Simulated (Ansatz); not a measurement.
# How Ca(100) screens a field, part 2 of 2

Where does the screening charge of Ca(100) sit?

Ansatz 0.2.0; plane-wave DFT, LDA, Ansatz PAW.

So far. Step 7 (Atoms held, field 0.15 V/Å): The dipole is 0.279 e·Å.

## Step 8: The response

This step: plane-wave DFT, LDA, Ansatz PAW; screening of a field by a metal slab (Ansatz 0.2.0).

The dipoles give the slope, and the difference of two potentials shows where the field is screened.

This step gave:

```yaml
equivalent_conductor_thickness_p_eps_0ae: 21.61 Å
distance_between_the_outer_atoms: 16.74 Å
inner_field_over_outer_field: 0.001718
image_plane_upper_face: 2.388 Å
induced_electrons_on_the_upper_face_over_eps_0e: -1.002
image_plane_lower_face: 2.388 Å
induced_electrons_on_the_lower_face_over_eps_0e: 1.002
```

The dipole of the cell by applied field:

```csv
applied field (V/Å),dipole of the cell (e·Å)
-0.100,-0.186
-0.030,-0.0558
0.000,0
0.030,0.0558
0.100,0.186
0.150,0.279
```

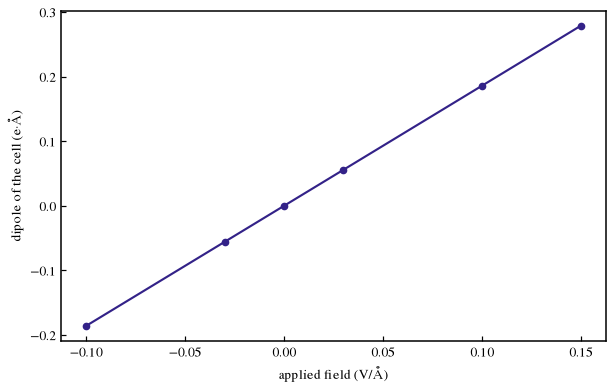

Dipole of the cell, plotted against applied field.

Local field over the applied field, running mean. From the potentials at -0.03 and 0.03 V/Å; running mean over 2.79 Å. Local field over applied field against z:

```csv
z (Å),local field over applied field
6,0.735
8,0.0837
10,-0.0161
12,6.0e-4
14,0.00378
16,7.4e-4
18,0.00191
20,0.00129
22,0.00126
24,0.00470
26,-0.0303
28,0.494
30,0.942
```

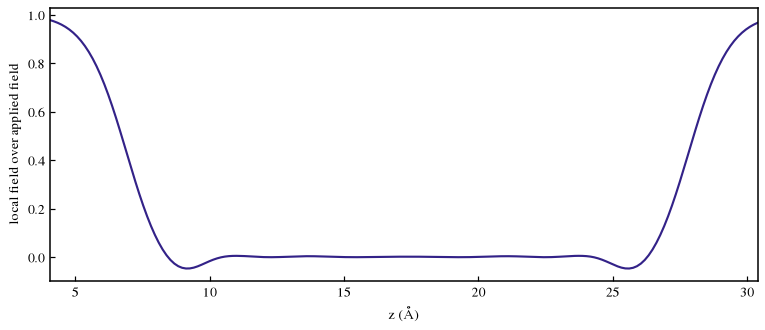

Local field over applied field, plotted against z.

The induced electron density oscillates, so the rows of the table below give means over windows of 3.47 Å about each position, cut where the curve ends. Its maxima inside the range that stand out by 2 % of the span (Å: e/Å³ per V/Å): 7.4: 0.00302, 10.9: 3.3e-4, 13.9: 1.6e-4, 16.8: 8.7e-5, 19.5: 1.2e-4, 22.4: 2.5e-4, 25.6: 0.00103. Its minima: 9.1: -0.00103, 12.3: -2.5e-4, 15.2: -1.1e-4, 17.9: -8.7e-5, 20.8: -1.6e-4, 23.9: -3.3e-4, 27.4: -0.00302.

Electrons, planar mean, per unit field. Induced electron density against z; means over each step:

```csv
z (Å),induced electron density (e/Å³ per V/Å)
5.79,0.00133
9.26,2.4e-4
12.73,1.7e-5
16.20,-1.3e-5
19.67,-2.4e-5
23.14,-1.3e-5
26.61,-0.00107
30.08,-7.8e-4
```

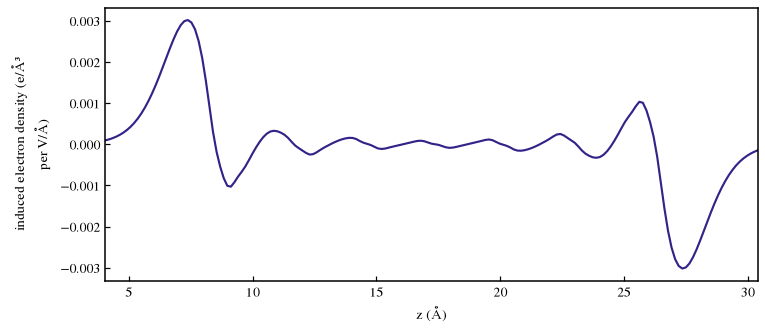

Induced electron density against z.

By hand: between -0.03 and 0.03 V/Å the dipole changes by 0.1116 e·Å, a slope of 1.859 e·Å²/V. A perfect conductor of thickness t has p = ε₀AEt, so t = 180.95 × 1.859 / 15.568 = 21.61 Å (e/ε₀ = 180.95 V·Å, A in Å²). Less the 16.74 Å between the outer atoms, and halved, that puts each image plane 2.43 Å out.

The induced dipole is that of a conductor 21.61 Å thick.

## Step 9: A changed input: efield.amplitude = -0.05

This step: plane-wave DFT, LDA, Ansatz PAW (Ansatz 0.2.0).

A run with a changed input: it repeats the earlier run at 0.03 V/Å with efield.amplitude from 0.03 to -0.05.

File input.yaml:

```yaml
crystal:
  lattice:
    - [3.945655839, 0.0, 0.0]
    - [0.0, 3.945655839, 0.0]
    - [0.0, 0.0, 34.74]
  atoms:
    - { symbol: Ca, position: [0.0, 0.0, 0.2590673575] }
    - { symbol: Ca, position: [0.5, 0.5, 0.3393782383] }
    - { symbol: Ca, position: [0.0, 0.0, 0.4196891192] }
    - { symbol: Ca, position: [0.5, 0.5, 0.5] }
    - { symbol: Ca, position: [0.0, 0.0, 0.5803108808] }
    - { symbol: Ca, position: [0.5, 0.5, 0.6606217617] }
    - { symbol: Ca, position: [0.0, 0.0, 0.7409326425] }
kpoints:
  mp_grid: { grid: [14, 14, 1] }
hamiltonian:
  xc: lda
scf:
  occupations: { method: fermi_dirac, width: 0.1 }
  convergence: { dr2_threshold: 1.0e-10 }
efield:
  axis: 3
  dipole_correction: true
  ramp_position: 0.97
  ramp_width: 0.06
  amplitude: -0.05
output:
  forces: true
  write_potential: true
  write_density: true
  volumetric_format: npy
```

On the command line:

```sh
ansatz run input.yaml --threads 2 --pin off --max-ram 3072MiB --backend cpu --events-out ev --progress --plain --runs-dir out
```

Numbers of over 12 decimals in the logs are rounded to 6 here.

Log:

```text
[...]
Crystal: 7 atoms, lattice volume = 540.839 Å³
Basis set: ecut = 420 eV, 10629 PW (Γ)
Bands: 42, of which v1, the nominal top of the filled ones, is band 35 counted from 1 (34 counted from 0)
Symmetry: 8 space group operations
k-points: 36 of 196
[...]
SCF iter   1: F=—  HF=-12408.020150 eV  |F-HF|=—  |Δ(HF+E_count)|=         —  Δρ=7.52e-3  dr2=1.52e1  ethr=3.10e-3  p=-0.086 e·Å  D=-2.87e-2 V/Å  ΔV_dip=1.00 eV  dr2_dipole=7.77e-6  V_vac-E_F(+/−)=4.88/5.48 eV  ⟨swp⟩=16.2  Hψ=21151  notcnv=0
[...]
SCF iter  14: F=-12407.085973 eV  HF=-12407.085973 eV  |F-HF|=1.20e-10  |Δ(HF+E_count)|=  3.22e-10  Δρ=6.11e-8  dr2=5.61e-11  ethr=1.00e-12  p=-0.093 e·Å  D=-3.11e-2 V/Å  ΔV_dip=1.08 eV  dr2_dipole=2.68e-12  V_vac-E_F(+/−)=2.63/3.15 eV  ⟨swp⟩=21.2  Hψ=12127  notcnv=0
SCF 1 converged in 14 iterations: F = -12407.085973 eV  dr2 = 5.61e-11
[...]
SCF converged after 14 iterations
Free energy (F): -12407.085973 eV
[...]
Internal energy: -12406.790483 eV  (E = F + TS)
E sigma→0 (E₀):  -12406.938228 eV
Entropy (-TS):   -0.295490 eV (-42.213 meV/atom)
Fermi energy:    1.366502 eV
Dipole field:    D = -0.031103 V/Å  (p = -0.092964 e·Å, saw-weighted, corrected)
Work function:   not extracted (applied field tilts the vacuum); planar V_es + V_field profile in the machine report
[...]
--- Forces (eV/Å), atoms counted from 1 ---
  atom   1  Ca     0.00000000     0.00000000     0.28434500
  atom   2  Ca     0.00000000     0.00000000    -0.08367192
  atom   3  Ca    -0.00000000     0.00000000    -0.00050800
  atom   4  Ca     0.00000000     0.00000000     0.00009727
  atom   5  Ca    -0.00000000     0.00000000     0.00060508
  atom   6  Ca    -0.00000000     0.00000000     0.08231228
  atom   7  Ca     0.00000000     0.00000000    -0.28317838
  max |Σ_I F_I| component: 1.32e-6 eV/Å
--- Band table (eV; the first three rows and the last of 36) ---
  k-point 0: bands = [... 31 lower, -1.3018, -0.6337, 0.0574, 0.6411, 1.8054, 1.8537, 1.9005, 1.9747, ... 10 higher]
  k-point 1: bands = [... 31 lower, -1.2500, -0.5841, 0.1051, 0.6878, 1.8261, 1.8718, 1.9059, 1.9763, ... 10 higher]
  k-point 2: bands = [... 31 lower, -1.0975, -0.4387, 0.2442, 0.8236, 1.8538, 1.8841, 1.9563, 1.9650, ... 10 higher]
  k-point 35: bands = [... 31 lower, 1.1777, 1.3832, 1.4281, 1.5383, 1.8674, 1.8674, 1.8712, 1.8712, ... 10 higher]
```

Wall time 96 s (2 threads of Arm Neoverse V1, shared host); peak memory 0.98 GiB.

This step gave:

* energy at zero smearing: -12406.9382 eV
* dipole along the normal: -0.09296 e·Å

Force by atom:

```csv
atom,x (eV/Å),y (eV/Å),z (eV/Å),size
Ca1,0.000,0.000,0.284,0.284
Ca2,0.000,0.000,-0.084,0.084
Ca3,0.000,0.000,-0.001,0.001
Ca4,0.000,0.000,0.000,0.000
Ca5,0.000,0.000,0.001,0.001
Ca6,0.000,0.000,0.082,0.082
Ca7,0.000,0.000,-0.283,0.283
```

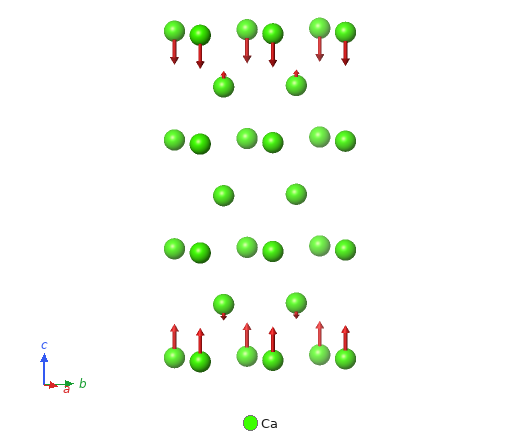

Force as arrows, the longest 0.284 eV/Å. 1×2×1 cells are drawn. Some periodic images of atoms are drawn too.

```csv
quantity,this run,earlier run,difference
dipole along the normal (e·Å),-0.09296,0.05577,-0.15
```

The applied field differs, and the slope found earlier predicts a dipole of -0.0930 e·Å; this run gives -0.0930 e·Å, in line with it.

## Step 10: Varying the input

Another changed input: it repeats the earlier run at 0.03 V/Å with efield.dipole_correction from true to false.

Changes to input.yaml since step 9:

```diff
@@ -22,6 +22,6 @@
   axis: 3
-  dipole_correction: true
+  dipole_correction: false
   ramp_position: 0.97
   ramp_width: 0.06
-  amplitude: -0.05
+  amplitude: 0.03
 output:
```

Log:

```text
[...]
Crystal: 7 atoms, lattice volume = 540.839 Å³
Basis set: ecut = 420 eV, 10629 PW (Γ)
Bands: 42, of which v1, the nominal top of the filled ones, is band 35 counted from 1 (34 counted from 0)
Symmetry: 8 space group operations
k-points: 36 of 196
[...]
SCF iter   1: F=—  HF=-12407.283286 eV  |F-HF|=—  |Δ(HF+E_count)|=         —  Δρ=5.53e-3  dr2=2.00e1  ethr=1.77e-3  p=-0.000 e·Å  V_vac-E_F(+/−)=3.23/2.27 eV  ⟨swp⟩=14.9  Hψ=20484  notcnv=0
[...]
SCF iter  11: F=-12407.085863 eV  HF=-12407.085863 eV  |F-HF|=4.55e-11  |Δ(HF+E_count)|=  4.91e-11  Δρ=4.52e-8  dr2=1.51e-11  ethr=1.00e-12  p=0.148 e·Å  V_vac-E_F(+/−)=3.29/2.47 eV  ⟨swp⟩=16.5  Hψ=9940  notcnv=0
SCF 1 converged in 11 iterations: F = -12407.085863 eV  dr2 = 1.51e-11
[...]
SCF converged after 11 iterations
Free energy (F): -12407.085863 eV
[...]
Internal energy: -12406.790339 eV  (E = F + TS)
E sigma→0 (E₀):  -12406.938101 eV
Entropy (-TS):   -0.295524 eV (-42.218 meV/atom)
Fermi energy:    1.365890 eV
Dipole field:    D = 0.049384 V/Å  (p = 0.147603 e·Å, saw-weighted)
Work function:   not extracted (applied field tilts the vacuum); planar V_es + V_field profile in the machine report
[...]
--- Forces (eV/Å), atoms counted from 1 ---
  atom   1  Ca    -0.00000000     0.00000000     0.28266440
  atom   2  Ca    -0.00000000     0.00000000    -0.08191068
  atom   3  Ca    -0.00000000     0.00000000    -0.00062951
  atom   4  Ca     0.00000000     0.00000000    -0.00015419
  atom   5  Ca     0.00000000     0.00000000     0.00047554
  atom   6  Ca     0.00000000     0.00000000     0.08406801
  atom   7  Ca     0.00000000     0.00000000    -0.28451333
  max |Σ_I F_I| component: 2.36e-7 eV/Å
--- Band table (eV; the first three rows and the last of 36) ---
  k-point 0: bands = [... 31 lower, -1.3024, -0.6343, 0.0568, 0.6404, 1.7935, 1.8640, 1.8998, 1.9741, ... 10 higher]
  k-point 1: bands = [... 31 lower, -1.2506, -0.5847, 0.1046, 0.6872, 1.8149, 1.8806, 1.9061, 1.9757, ... 10 higher]
  k-point 2: bands = [... 31 lower, -1.0981, -0.4393, 0.2436, 0.8230, 1.8488, 1.8838, 1.9552, 1.9685, ... 10 higher]
  k-point 35: bands = [... 31 lower, 1.1771, 1.3827, 1.4275, 1.5377, 1.8667, 1.8667, 1.8706, 1.8706, ... 10 higher]
```

It took 83 s on 2 threads; peak memory 1 GiB.

```csv
quantity,this run,earlier run,difference
dipole along the normal (e·Å),0.1476,0.05577,0.092
```

With the dipole correction off, the periodic images add a field of their own to the typed one.

It moves by +0.0918 e·Å.

These numbers are not those of the isolated slab.

## Step 11: Outcome

| Item | Value |
| --- | --- |
| work function | 2.90 eV |
| image plane, upper face | 2.39 Å |
| induced electrons on the upper face over ε₀E | -1.00 |
| equivalent conductor thickness p/(ε₀AE) | 21.6 Å |
| inner field over outer field | 0.00172 |

The induced charge has its centre 2.39 Å outside the outermost atoms; this is the plane from which a capacitor's gap or an image potential counts. The equivalent conductor thickness exceeds the distance between the outer atoms by 4.87 Å, about the sum of the two image-plane distances. In the middle of the slab the field is screened to under 0.5 % of its outer value. The atoms are held at bulk positions with the tabulated experimental lattice constant.

[Logs are printed without paths, hosts, clocks, repeated set-up lines and the standing remarks that a program may print on its own settings, such as how far it seeks lower states.]

[Hosts, paths, dates, database ids (printed as entryN), source tags and the programs' standing remarks are cut or masked in the printed files.]

[Maps of the electrostatic potential energy from Ansatz leave out the sawtooth potential of an applied field or a dipole correction, so their vacuum need not be flat; planar profiles and work functions include it.]
